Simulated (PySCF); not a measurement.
**RuOOH: structure of the sextet**

The task is one start of a wider search on RuOOH: the sextet, from a linear start. It is relaxed, tested by its Hessian and followed downhill if it is a saddle.

Method: PBE0, basis Ru def2-TZVP with ECP28, O def2-TZVP, H def2-TZVP, scalar-relativistic core potentials, no spin–orbit coupling, density fitting; program: PySCF 2.14.0.

## Step 1: Where the work starts

4 atoms, charge 0, spin multiplicity 6.

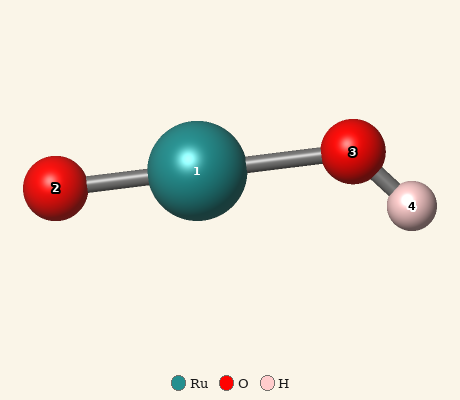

Start geometry, drawn with ruthenium teal, oxygen red, hydrogen pink; atoms are numbered from 1 in the order of the file.

```xyz
4
charge 0 multiplicity 6
Ru    0.0000    0.0000    0.0000
O     0.0000    0.0000    1.7100
O     0.0000    0.0000   -1.8800
H     0.7354    0.0000   -2.4971
```

## Step 2: Finding the electronic state

The steps below are one call of a driver around PySCF. For each, scf.py gives the equivalent set-up of the SCF; relaxations use the driver's own optimiser. After this first run the driver tries any further starts and a stability analysis.

scf.py reads:

```python
from pyscf import gto, scf, dft
mol = gto.M(atom='''
Ru     0.000000     0.000000     0.000000
O      0.000000     0.000000     1.710000
O      0.000000     0.000000    -1.880000
H      0.735400     0.000000    -2.497100''',
    basis={'Ru': 'def2-TZVP', 'O': 'def2-TZVP', 'H': 'def2-TZVP'},
    ecp={'Ru': 'def2-TZVP'},
    charge=0, spin=5)
mf = dft.UKS(mol, xc='PBE0')
mf.grids.atom_grid = (50, 194)
aux = {'Ru': 'def2-universal-JKFIT', 'O': 'def2-universal-JKFIT', 'H': 'def2-universal-JKFIT'}
mf = mf.density_fit(auxbasis=aux)
mf.conv_tol = 1e-08
mf.diis_space = 10
mf.max_cycle = 60
mf.init_guess = 'minao'
mf.verbose = 4
mf.kernel()
```

Started as:

```bash
$ OMP_NUM_THREADS=4 python axn.py task.json out
```

Standard output:

```text
init E= -237.908693658095
[... the frontier-level lines of each cycle are left out ...]
cycle= 1 E= -245.489133624386  delta_E= -7.58  |g|= 0.801  |ddm|= 3.45
cycle= 2 E= -244.825771855563  delta_E= 0.663  |g|= 1.48  |ddm|= 1.49
cycle= 3 E= -245.604371367818  delta_E= -0.779  |g|= 0.623  |ddm|= 1.08
cycle= 4 E= -245.754302261791  delta_E= -0.15  |g|= 0.0978  |ddm|= 0.417
cycle= 5 E= -245.754469812028  delta_E= -0.000168  |g|= 0.098  |ddm|= 0.127
cycle= 6 E= -245.758267772539  delta_E= -0.0038  |g|= 0.0163  |ddm|= 0.068
cycle= 7 E= -245.758452416789  delta_E= -0.000185  |g|= 0.0055  |ddm|= 0.0177
cycle= 8 E= -245.758490794187  delta_E= -3.84e-05  |g|= 0.00187  |ddm|= 0.00981
cycle= 9 E= -245.758498850996  delta_E= -8.06e-06  |g|= 0.000995  |ddm|= 0.00574
cycle= 10 E= -245.758499722132  delta_E= -8.71e-07  |g|= 0.00029  |ddm|= 0.002
cycle= 11 E= -245.758499786839  delta_E= -6.47e-08  |g|= 8.19e-05  |ddm|= 0.000451
cycle= 12 E= -245.758499796257  delta_E= -9.42e-09  |g|= 3.04e-05  |ddm|= 0.000141
Extra cycle  E= -245.758499798314  delta_E= -2.06e-09  |g|= 2.92e-05  |ddm|= 6.17e-05
converged SCF energy = -245.758499798314  <S^2> = 8.7625312  2S+1 = 6.0041756
```

This step, with its further starts and checks, took 10 s on 4 threads of Arm Neoverse V1, shared host.

Energies from each starting density:

```
                      start  energy (Eh)
    the minimal-basis guess  -245.758500
a thermally smeared density  -245.758500
      a smeared PBE density  -245.758500
```

The test of internal stability and the other starts found no lower solution of this spin.

## Step 3: Relaxing the sextet from the linear start

The program finds Cs symmetry in the start, which this walk keeps. Threshold on the gradient: 0.0003 Eh/bohr, with a further test on the energy change.

scf.py, as its differences from that of step 2:

```diff
@@ -3,4 +3,4 @@
-Ru     0.000000     0.000000     0.000000
-O      0.000000     0.000000     1.710000
-O      0.000000     0.000000    -1.880000
-H      0.735400     0.000000    -2.497100''',
+Ru    -0.005494     0.000000     0.038812
+O     -0.005494     0.000000     1.748812
+O     -0.005494     0.000000    -1.841188
+H      0.729906     0.000000    -2.458288''',
@@ -17 +16,0 @@
-mf.init_guess = 'minao'
```

The optimiser's trace:

```
step  energy (Eh)  change (kJ/mol)  largest symmetric gradient (Eh/bohr)
   0  -245.758500             0.00                               0.04756
   1  -245.763085           -12.04                               0.01192
   2  -245.763273           -12.53                               0.00279
   3  -245.763287           -12.57                               0.00074
   4  -245.763298           -12.60                               0.00139
   5  -245.763529           -13.21                               0.01337
   6  -245.763963           -14.34                               0.01768
   7  -245.764463           -15.66                               0.01713
   8  -245.764668           -16.19                               0.01418
   9  -245.765547           -18.50                               0.00972
  10  -245.765769           -19.09                               0.00399
  11  -245.765782           -19.12                               0.00171
  12  -245.765783           -19.12                               0.00155
  13  -245.765787           -19.13                               0.00017
  14  -245.765787           -19.13                               0.00019
```

The walk took 28 s.

Geometry (Å) and forces (eV/Å) at some steps:

```
step 0
Ru  -0.005   0.000   0.039  -0.119   0.000  -0.384
O   -0.005   0.000   1.749   0.032   0.000   2.446
O   -0.005   0.000  -1.841   0.292   0.000  -2.088
H    0.730   0.000  -2.458  -0.205   0.000   0.026
step 1
Ru  -0.013   0.000   0.052  -0.018   0.000   0.613
O   -0.008   0.000   1.828   0.012   0.000  -0.537
O   -0.001   0.000  -1.895  -0.234   0.000   0.102
H    0.736   0.000  -2.497   0.240   0.000  -0.178
step 7
Ru  -0.257   0.000   0.047  -0.097   0.000  -0.881
O    0.160   0.000   1.746   0.122   0.000   0.144
O   -0.024   0.000  -1.929   0.431   0.000   0.475
H    0.835   0.000  -2.376  -0.456   0.000   0.262
step 14
Ru  -0.373   0.000   0.012  -0.004   0.000  -0.010
O    0.247   0.000   1.655   0.003   0.000   0.007
O   -0.021   0.000  -1.901   0.000   0.000   0.008
H    0.860   0.000  -2.278   0.002   0.000  -0.006
```

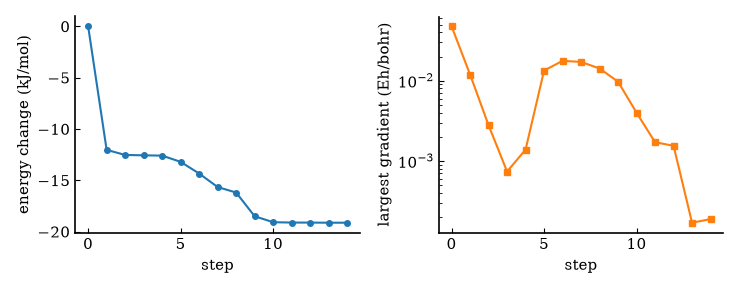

Energy and largest gradient along the walk.

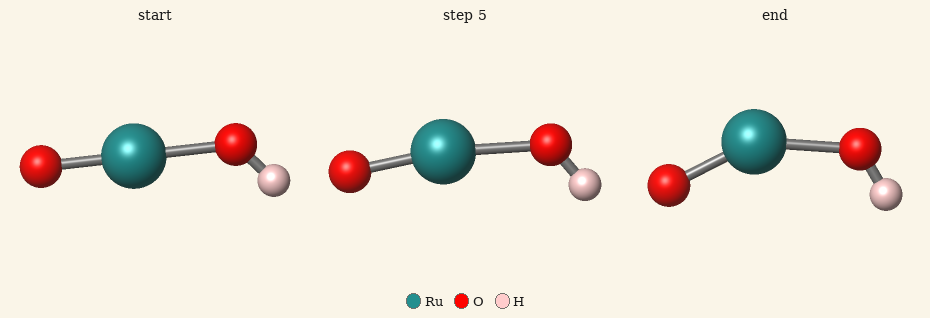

Start and end of the relaxation, with a step between.

End point (Cs, 14 steps, 19.1 kJ/mol gained): O–H 0.958 Å, Ru–O 1.756 Å, Ru–O 1.945 Å; H–O–Ru 123.6°, O–Ru–O 148.9°.

## Step 4: Hessian and properties

On the finer grid the gradient is checked again; gradients at displacements of ±0.02 bohr then give force constants and infrared intensities.

scf.py, as its differences from that of step 3:

```diff
@@ -3,4 +3,4 @@
-Ru    -0.005494     0.000000     0.038812
-O     -0.005494     0.000000     1.748812
-O     -0.005494     0.000000    -1.841188
-H      0.729906     0.000000    -2.458288''',
+Ru    -0.123881     0.000000     0.049487
+O      0.494129     0.000000     1.693536
+O      0.228669     0.000000    -1.862386
+H      1.108337     0.000000    -2.243062''',
@@ -11 +11 @@
-mf.grids.atom_grid = (50, 194)
+mf.grids.atom_grid = (75, 302)
@@ -14 +14 @@
-mf.conv_tol = 1e-08
+mf.conv_tol = 1e-10
```

The driver hands on the density of the step before, so the log starts near convergence.

SCF at the final geometry:

```text
init E= -245.765758687564
[... the frontier-level lines of each cycle are left out ...]
cycle= 1 E= -245.765758687503  delta_E= 6.08e-11  |g|= 1.38e-05  |ddm|= 9.46e-06
cycle= 2 E= -245.765758686728  delta_E= 7.75e-10  |g|= 4.74e-05  |ddm|= 3.08e-05
cycle= 3 E= -245.765758687565  delta_E= -8.37e-10  |g|= 5.12e-06  |ddm|= 2.45e-05
cycle= 4 E= -245.765758687575  delta_E= -1.06e-11  |g|= 3.72e-07  |ddm|= 2.64e-06
Extra cycle  E= -245.765758687577  delta_E= -1.48e-12  |g|= 5.79e-07  |ddm|= 9.24e-07
converged SCF energy = -245.765758687577  <S^2> = 8.764609  2S+1 = 6.0048677
```

The whole step took 64 s.

Geometry: Cs; O–H 0.959 Å, Ru–O 1.756 Å, Ru–O 1.944 Å; H–O–Ru 123.8°, O–Ru–O 149.0°.

Harmonic modes (main isotopes):

| symmetry | ω (cm⁻¹) | IR (km/mol) | μ (u) |
| --- | --- | --- | --- |
| a' | 120 | 10.3 | 9.14 |
| a'' | 156 | 129 | 1.31 |
| a' | 558 | 183 | 1.26 |
| a' | 624 | 54.7 | 5.33 |
| a' | 855 | 67.2 | 17.69 |
| a' | 3914 | 132 | 1.07 |

No imaginary mode, so this is a minimum.

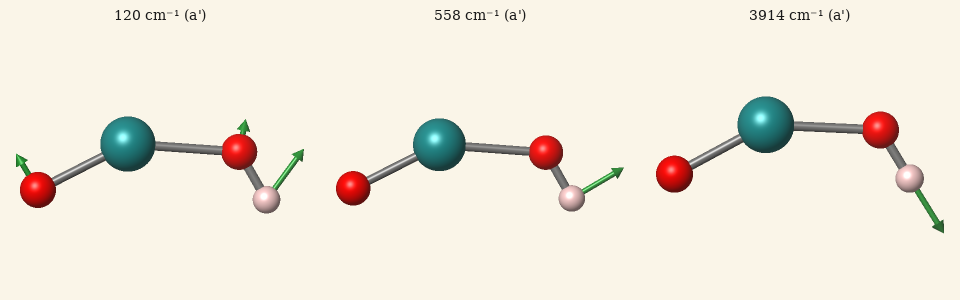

How the atoms move in 3 of the modes.

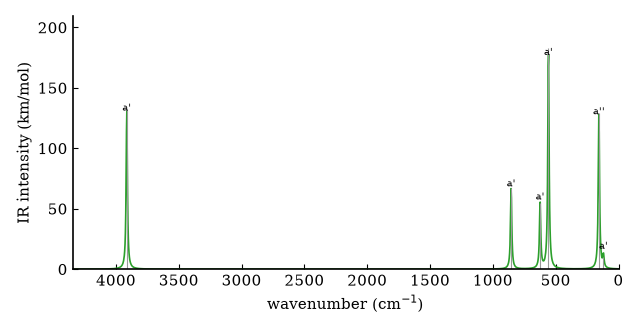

The harmonic infrared spectrum (widths in cm⁻¹). Lines are broadened to a width of 12 cm⁻¹ (Lorentzian).

Properties at this point:

| Item | Value |
| --- | --- |
| Dipole moment | 1.62 D |
| Highest occupied level | -6.77 eV |
| Lowest empty level | -4.15 eV |
| Rotational constants | 2.271, 0.1579, 0.1476 cm⁻¹ |
| Zero-point energy | 37.2 kJ/mol |
| Principal polarisabilities | 30.3, 34.4, 64.7 bohr³ |
| Atomisation energy without zero-point energy | 1137 kJ/mol |
| Principal traceless quadrupole moments about the centre of mass | -14.05, 4.21, 9.84 D Å |
| Entropy at 298.15 K and 1 bar (electronic part: spin only) | 309.4 J/(mol K) |
| Heat capacity Cp at 298.15 K | 60.4 J/(mol K) |
| Enthalpy at 298.15 K above 0 K | 14.45 kJ/mol |
| Rotational symmetry number | 1 |
| Spin squared ⟨S²⟩ | 8.765 |

Populations by atom (charges in e):

| atom | Mulliken | Löwdin | polar tensor | spin (Mulliken) | Mayer order to Ru1 |
| --- | --- | --- | --- | --- | --- |
| Ru1 | 1.00 | 0.65 | 1.10 | 3.83 | – |
| O2 | -0.57 | -0.37 | -0.54 | 0.92 | 1.78 |
| O3 | -0.76 | -0.43 | -0.86 | 0.25 | 0.84 |
| H4 | 0.33 | 0.15 | 0.31 | -0.01 | 0.02 |

Mulliken populations on Ru1 (outside its core potential): s 2.55, p 6.24, d 6.19, f 0.02.

## Step 5: Outcome

| quantity | value |
| --- | --- |
| minimum | sextet, Cs |
| geometry | O–H 0.959 Å, Ru–O 1.756 Å, Ru–O 1.944 Å; H–O–Ru 123.8°, O–Ru–O 149.0° |
| wavenumbers (cm⁻¹) | 120 (a'), 156 (a''), 558 (a'), 624 (a'), 855 (a'), 3914 (a') |
| dipole moment | 1.62 D |
| highest occupied, lowest empty level (either spin) | -6.77, -4.15 eV |
| polar-tensor charge of Ru1 | +1.10 e |
| zero-point energy | 37.2 kJ/mol |
| entropy at 298.15 K | 309.4 J/(mol K) |
| atomisation energy (no zero-point energy) | 1137 kJ/mol |
| ⟨S²⟩ | 8.765 |

In words: The molecule stays Cs, as typed, and the end point is a minimum. In the infrared the band at 558 cm⁻¹ (a') leads. Most of the spin sits on Ru1 (Mulliken spin 3.83, against 5 for the whole molecule). Only this shape and spin were tried, so other structures or states may lie lower. One determinant may miss the lowest occupation of an open d or f shell.

The search up to here took 1.7 min.
